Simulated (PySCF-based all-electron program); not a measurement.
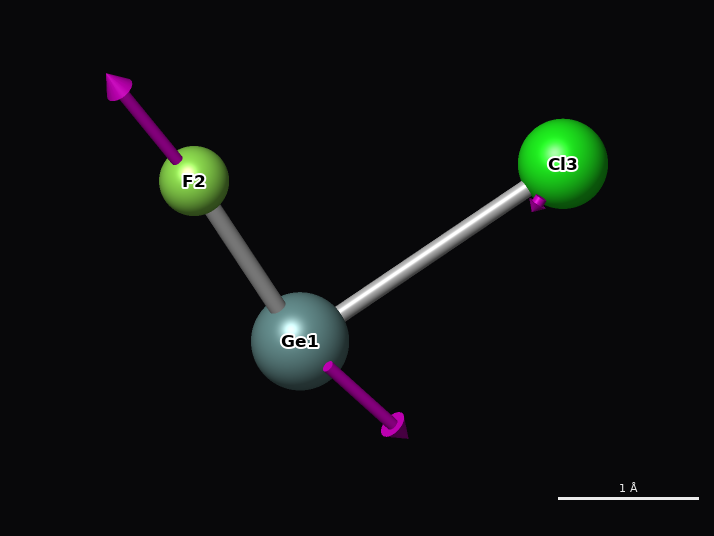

Arrows show the forces on the atoms, 0.2 Å of arrow for 1 eV/Å; forces under a tenth of the largest aren't drawn. Level of theory: PBE, all-electron, scalar-relativistic (Koelling-Harmon), large uncontracted Gaussian sets (PySCF-based all-electron program).

### Along which bond is the force strongest?

Ge1–F2, now 1.626 Å: the forces push its atoms apart, so a first step downhill lengthens it.

List the force components in the frame of the picture (x right, y up, z towards the viewer), in eV/Å.

```
atom     Fx     Fy     Fz
 Ge1   2.89  −2.60  −2.47
  F2  −2.55   3.13   2.56
 Cl3  −0.34  −0.53  −0.10
```
